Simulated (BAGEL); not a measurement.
# BOF (fluoro(oxo)borane): HF/3-21G (density fitting with qzvpp-jkfit)

Aim: the vertical singlet–triplet gap of BOF (fluoro(oxo)borane) at HF/3-21G (density fitting with qzvpp-jkfit), from 2 runs. 

The calculation is run with BAGEL 1.2.2.

### Step 1. Starting point

The species is BOF (3 atoms), meant as a singlet with charge 0. As SMILES, `O=BF`. The shape is that of a PBE0-D4/def2-TZVP optimisation.

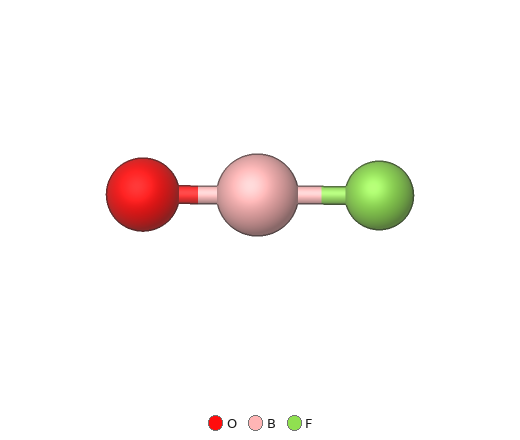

The structure, seen from a chosen angle (oxygen red, boron pink, fluorine green).

### Step 2. A single-point energy at HF/3-21G (density fitting with qzvpp-jkfit)

The input, input.json:

```json
{ "bagel": [

{
  "title": "molecule",
  "basis": "3-21g",
  "df_basis": "qzvpp-jkfit",
  "angstrom": "true",
  "geometry": [
    { "atom": "O", "xyz": [       0.983100,      -0.565100,       0.479900 ] },
    { "atom": "B", "xyz": [       0.020300,      -0.011600,       0.009900 ] },
    { "atom": "F", "xyz": [      -1.003400,       0.576800,      -0.489800 ] }
  ]
},

{ "title": "hf" },

{ "title": "print", "file": "orbitals.molden", "orbitals": "true" }

]}
```

On the command line:

```
BAGEL_NUM_THREADS=1 BAGEL input.json > input.out
```

Log:

```text
* using 1 threads per process

  ===============================================================
  ===============================================================

  *** Geometry ***

  { "atom" : "O", "xyz" : [      1.857790,     -1.067884,      0.906880 ] },
  { "atom" : "B", "xyz" : [      0.038361,     -0.021921,      0.018708 ] },
  { "atom" : "F", "xyz" : [     -1.896151,      1.089994,     -0.925588 ] },

  Number of auxiliary basis functions:      229

  Since a DF basis is specified, we compute 2- and 3-index integrals:
    o Being stored without compression. Storage requirement is 0.001 GB

  Number of basis functions:       27
  Number of electrons      :       22

    * METHOD: MOLECULE                             0.05

  *** RHF ***

  === Nuclear Repulsion ===
    51.4389501297

      * DIIS with orbital gradients will be used.

  === RHF iteration (3-21g) ===
      0       -197.79195192          0.05940940           0.00
      1       -197.87547517          0.04953884           0.00
      2       -197.98063178          0.00440984           0.00
      3       -197.98184454          0.00174822           0.00
      4       -197.98217387          0.00041781           0.00
      5       -197.98220576          0.00006614           0.00
      6       -197.98220652          0.00001131           0.00
      7       -197.98220654          0.00000297           0.00
      8       -197.98220654          0.00000144           0.00
      9       -197.98220654          0.00000030           0.00
     10       -197.98220654          0.00000004           0.00
     11       -197.98220654          0.00000002           0.00
     12       -197.98220654          0.00000001           0.00
    * SCF iteration converged.

    * Permanent dipole moment:
           (    0.623659,    -0.358596,     0.304462) a.u.

    * METHOD: HF                                   0.10

    * METHOD: PRINT                                0.00

  ===============================================================
```

Run time: 0.3 s. Hardware: 1 thread of Arm Neoverse N1, shared host.

### Step 3. The triplet, same level

The input, job.json:

```json
{ "bagel": [

{
  "title": "molecule",
  "basis": "3-21g",
  "df_basis": "qzvpp-jkfit",
  "angstrom": true,
  "geometry": [
    { "atom": "O", "xyz": [    0.983100,   -0.565100,    0.479900 ] },
    { "atom": "B", "xyz": [    0.020300,   -0.011600,    0.009900 ] },
    { "atom": "F", "xyz": [   -1.003400,    0.576800,   -0.489800 ] }
  ]
},
{
  "title": "uhf",
  "nopen": 2
},
{
  "title": "print",
  "file": "orbitals.molden",
  "orbitals": true
}

]}
```

On the command line:

```
BAGEL_NUM_THREADS=1 BAGEL job.json > job.out
```

Log:

```text
* using 1 threads per process

  ===============================================================
  ===============================================================

  *** Geometry ***

  { "atom" : "O", "xyz" : [      1.857790,     -1.067884,      0.906880 ] },
  { "atom" : "B", "xyz" : [      0.038361,     -0.021921,      0.018708 ] },
  { "atom" : "F", "xyz" : [     -1.896151,      1.089994,     -0.925588 ] },

  Number of auxiliary basis functions:      229

  Since a DF basis is specified, we compute 2- and 3-index integrals:
    o Being stored without compression. Storage requirement is 0.001 GB

  Number of basis functions:       27
  Number of electrons      :       22

    * METHOD: MOLECULE                             0.05

  *** Open-shell HF ***

  === Nuclear Repulsion ===
    51.4389501297

      * DIIS with orbital gradients will be used.

  === UHF iteration (3-21g) ===
      0       -197.62381751          0.07352078           0.01
      1       -197.68355656          0.04675697           0.01
      2       -197.69933176          0.02918216           0.01
      3       -197.70896702          0.00149828           0.01
      4       -197.70907566          0.00061759           0.01
      5       -197.70911214          0.00017549           0.01
      6       -197.70911783          0.00004477           0.01
      7       -197.70911902          0.00001883           0.01
      8       -197.70911925          0.00001054           0.01
      9       -197.70911931          0.00000756           0.01
     10       -197.70911933          0.00000638           0.01
     11       -197.70911934          0.00000652           0.01
     12       -197.70911932          0.00000577           0.01
     13       -197.70911926          0.00000292           0.01
     14       -197.70911925          0.00000111           0.01
     15       -197.70911925          0.00000053           0.01
     16       -197.70911925          0.00000030           0.01
     17       -197.70911925          0.00000011           0.01
     18       -197.70911925          0.00000006           0.01
     19       -197.70911925          0.00000005           0.01
     20       -197.70911925          0.00000005           0.01
     21       -197.70911925          0.00000005           0.01
     22       -197.70911925          0.00000005           0.01
     23       -197.70911925          0.00000005           0.01
     24       -197.70911925          0.00000003           0.01
     25       -197.70911925          0.00000001           0.01
     26       -197.70911925          0.00000001           0.01
    * SCF iteration converged.

    * S^2 (UHF) is 2.0038

    * Permanent dipole moment:
           (   -0.183462,     0.103830,    -0.089130) a.u.

    * METHOD: UHF                                  0.25

    * METHOD: PRINT                                0.00

  ===============================================================
```

Run time: 0.44 s. Hardware: 1 thread of Arm Neoverse N1, shared host.

### Step 4. Outcome

At HF/3-21G (density fitting with qzvpp-jkfit):

| quantity | value |
| --- | --- |
| singlet: total energy | -197.98221 Eh |
| singlet: dipole moment | 1.99 D |
| singlet: HOMO energy | -13.96 eV |
| singlet: LUMO energy | 4.76 eV |
| singlet: HOMO–LUMO gap | 18.72 eV |
| triplet: total energy | -197.70912 Eh |
| triplet: dipole moment | 0.58 D |
| triplet: ⟨S²⟩ | 2.004 |
| vertical energy of the triplet above the singlet | 7.431 eV |

**Reading.** At this shape the triplet lies 7.43 eV (171 kcal/mol) above the singlet.
